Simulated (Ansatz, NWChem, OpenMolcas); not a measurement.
# How basis sets differ on GaH2O2F (SMILES [OH][Ga]([OH])[F])

The species is GaH2O2F (6 atoms), meant as a singlet with charge 0. As SMILES, `[OH][Ga]([OH])[F]`. The shape is that of a PBE0-D4/def2-TZVP optimisation. This is one conformer, not always the lowest.

```tsv
atom	x (Å)	y (Å)	z (Å)
O	-0.2972	1.3510	-0.5748
Ga	-0.0682	-0.3424	-0.1176
O	0.7944	-0.8423	1.3353
F	-0.7226	-1.5888	-1.1448
H	-0.7888	1.4590	-1.3928
H	1.1242	-0.1004	1.8485
```

Quantity: the dipole moment, in D. The values are calculated.

```tsv
level	kind	program	value (D)
HF/ANO-RCC-MB (DKH2)	Hartree–Fock	OpenMolcas	1.93
HF/STO-3G	Hartree–Fock	Ansatz	1.21
HF/3-21G	Hartree–Fock	NWChem	2.27
HF/6-31G* (spherical functions)	Hartree–Fock	OpenMolcas	2.06
HF/ANO-RCC-VDZP (DKH2, RICD fitting)	Hartree–Fock	OpenMolcas	2.18
HF/def2-SVP	Hartree–Fock	Ansatz	2.13
```

All-electron rows without a relativistic Hamiltonian named are non-relativistic. The values span 1.21 to 2.27 D. Magnitudes only. Sets without polarisation functions give poor dipoles. Without the sets that lack polarisation functions the rows with a basis span only 2.06 to 2.18 D.

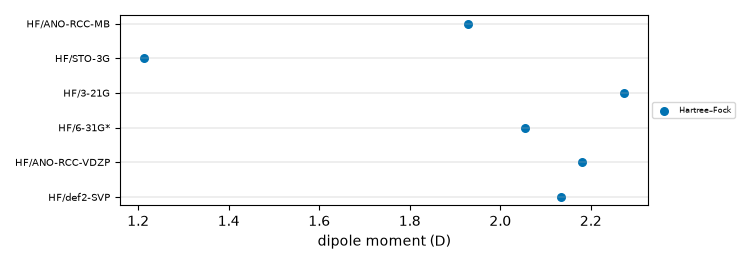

The values of the table, level by level.
